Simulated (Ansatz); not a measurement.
# Y4S3N2 (C2/m):S_i (6-fold void), thermodynamic levels from a 54-atom cell, part 2 of 2

Wanted: the transition levels of a self-interstitial in Y4S3N2 (C2/m), from a cell of 54 host atoms with 1 S put in.

Ansatz; place-levels on PBEsol runs: charge-transition levels and formation energies with image-charge correction and potential alignment at the atomic sites.

So far: Starting point; The runs of each charge state; Placing the levels, PBEsol.

### Step 3. Placing the levels, PBEsol (continued)

Levels between the charges placed, in eV above the valence top:

```
        gap (eV)  (+1/0)  (0/−1)  (−1/−2)
PBEsol      1.27   -0.01    1.24     0.54
```

Corrections by state:

```
charge  moment (μB)  image terms and alignment (eV)  band filling (eV)                                  ε used  over the lowest of its charge, as the program ranks them, band filling apart (eV)
    +1          1.0                           0.287             -0.280  principal values (12.97, 15.04, 17.01)                                                                              0.000
     0          0.0                           0.000                  -                                       -                                                                              0.000
    −1          1.0                          -0.094                  -  principal values (12.97, 15.04, 17.01)                                                                              0.000
    −2          0.0                           0.047                  -  principal values (12.97, 15.04, 17.01)                                                                              0.000
```

The charged structures listed were also run neutral, and place-levels reads from each pair, by the potential or the spins, how wide the charge is by which they differ; that can be the carrier of either run.

```
charge  rms radius (Å)  spread where it is widest against the cell (Å)  wide from (Å)  reading
    +1             6.6                                            4.12           1.73     wide
    −1             5.3                                            2.64           1.32     wide
    −2             4.6                                            2.22           1.32     wide
```

The neutral runs of these pairs need not share the spin of the lowest neutral state, and very wide values only mean spread over the cell.

From the program's caveats on the states, each cut to its opening words:

- charge +1 (1 μB): it parts from the run at its places by a charge that spreads by about 4.1 Å along one vector (1.7 Å or more is wide), by its potential at epsilon [6.75, 7, [...]
- charge +1 (1 μB): a band-filling correction moves a carrier to the host's band edge, which changes its energy by -0.280 eV
- charge +1 (1 μB): its sublattices stand up to 0.0596 Å off the host's, which by the two runs' forces adds about +0.01 eV to its energy against the host's, and moves the band [...]
- charge +1 (1 μB): its displacements don't fall off away from the defect: farther atoms stand 0.039 Å off the host's places
- charge +1 (1 μB): its moments are held at its close (magnetization.spin_locking), by a field of 0.029 eV a Bohr magneton, and its energy and levels are of the state that this [...]
- charge 0: its sublattices stand up to 0.0532 Å off the host's, which by the two runs' forces adds about +0.01 eV to its energy against the host's, and moves the band [...]
- charge 0: its displacements don't fall off away from the defect: farther atoms stand 0.033 Å off the host's places
- charge −1 (1 μB): it parts from the run at its places by a charge that spreads by about 2.6 Å along one vector (1.3 Å or more is wide), by its potential at epsilon [6.75, 7, [...]
- charge −1 (1 μB): its sublattices stand up to 0.0361 Å off the host's, which by the two runs' forces adds about -0.03 eV to its energy against the host's, and moves the band [...]
- charge −1 (1 μB): its displacements don't fall off away from the defect: farther atoms stand 0.032 Å off the host's places
- charge −2: it parts from the run at its places by a charge that spreads by about 2.2 Å along one vector (1.3 Å or more is wide), by its potential at epsilon [6.75, 7, [...]
- charge −2: its displacements don't fall off away from the defect: farther atoms stand 0.057 Å off the host's places

Chemical potentials of the elements' reference phases, run alike. Formation energies (elemental references), with the Fermi level at the valence top and at the conduction bottom (gap 1.27 eV):

```
charge  at valence top (eV)  at conduction bottom (eV)  correction included (eV)
    +1                 0.45                       1.71                      0.01
     0                 0.44                       0.44                      0.00
    −1                 1.67                       0.41                     -0.09
    −2                 2.22                      -0.31                      0.05
```

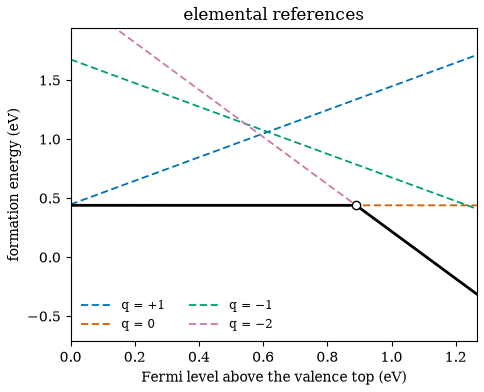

Formation energy against Fermi level; the thick line follows the lowest charge state and circles mark the transition levels.

### Step 4. The same at the relaxations' own k-points

The relaxations' own energies give the levels at their sampling, for comparison.

File levels.relax_mesh.yaml:

```yaml
host:
  run: host.relax.run
  levels_from: { run: edges.relax.run }
states: [qm2.relax.run, qm1_M1.relax.run, q0.relax.run, qp1_M1.relax.run]
chemical_potentials:
  S:
    energy: -884.879081
    dataset: "<sha256 of the dataset>"
```

Run with:

```bash
$ ansatz place-levels levels.relax_mesh.yaml -- --threads 4 --pin off --max-ram 7536MiB
```

The log of the run:

```text
[...]
formation energy of charge +1: +0.479 eV with the Fermi level at the valence edge
formation energy of charge 0: +0.473 eV with the Fermi level at the valence edge
formation energy of charge -1: +1.684 eV with the Fermi level at the valence edge
formation energy of charge -2: +2.305 eV with the Fermi level at the valence edge
  edges by pbesol of host.levels_from (edges.relax.run), its mesh sampled to repeats of 30.33 Å (the valence edge +0.154 eV and the conduction edge -0.214 eV from those of the host's own run), gap 1.266 eV; the host is sampled to repeats of 14.99 Å
[... the lines on each state left out ...]
```

Elapsed: 0.11 s, on 4 threads of Arm Neoverse V2, shared host.

Levels between neighbouring charges, in eV above the valence top:

```
                        gap (eV)  (+1/0)  (0/−1)  (−1/−2)
one point at (¼, ¼, ¼)      1.27   -0.01    1.21     0.62
  a 2×2×2 shifted mesh      1.27   -0.01    1.24     0.54
```

Going from one point at (¼, ¼, ¼) to a 2×2×2 shifted mesh moves the levels that carry no band-filling term by up to 0.08 eV and formation energies against the elements by up to 0.09 eV; band-filling terms, which differ between samplings, are in these energies.

### Step 5. Results

```json
{"gap of the host": "1.27 eV (PBEsol)", "level (plus 1/0)": "0.01 eV below the valence top (-0.29 eV above the valence top without the band-filling term)", "level (0/minus 1)": "1.24 eV above the valence top, not a change between lowest states", "level (minus 1/minus 2)": "0.54 eV above the valence top, not a change between lowest states", "level (0/minus 2)": "0.89 eV above the valence top", "lowest of the charges placed, just above the valence top (0.02 eV)": "0", "lowest of the charges placed, just below the conduction bottom (0.02 eV)": "−2", "lowest formation energy at mid-gap of the charges run, elemental references": "0.44 eV"}
```

What this shows: Of the charges placed (−2, −1, 0 and +1), the lowest changes at 0.89 eV (0/−2) above the valence top, in a gap of 1.27 eV. (0/−2) passes over charge −1, which lies 0.35 eV above the two there; a lower structure or spin state of it, if missed, would change that. Charges below −2 were not placed, so these runs say nothing of levels that involve them. States placed: +1 at 1 μB; 0 at 0 μB; −1 at 1 μB; −2 at 0 μB. Other spin states or structures, where not listed, weren't placed. The program finds carriers beyond a band edge of the host and adds a band-filling term at charge +1 (-0.28 eV); steps to such a charge show no bound level, and a defect level inside a band would be read the same way. At charge 0 and +1 the atom put in ends up to 1.5 Å from its starting place, so the name tells the start alone and the levels can join different sites. Going from one point at (¼, ¼, ¼) to a 2×2×2 shifted mesh moves the levels that carry no band-filling term by up to 0.08 eV and formation energies against the elements by up to 0.09 eV; band-filling terms, which differ between samplings, are in these energies. Limits: PBEsol makes the gap too small and tends to spread out bound carriers; where a gas molecule sets a chemical potential or the host's formation energy, its binding is uncorrected; force components of up to 0.12 eV/Å remain in a run at the final settings.

[Logs are printed without paths, hosts, clocks, repeated set-up lines and the standing remarks that a program may print on its own settings, such as how far it seeks lower states.]

[Hosts, paths, dates, database ids (printed as entryN), source tags and the programs' standing remarks are cut or masked in the printed files.]

[Where a table of states has a column of steps, it counts the stored structures, which are thinned; the runs took as many ionic steps or more.]

[A defect's name tells the site on which it was built; relaxed atoms can leave that site.]

[For some hosts the program warned that the k-mesh of the response run may be too coarse for force constants and the static dielectric constant; such warnings are not shown here.]
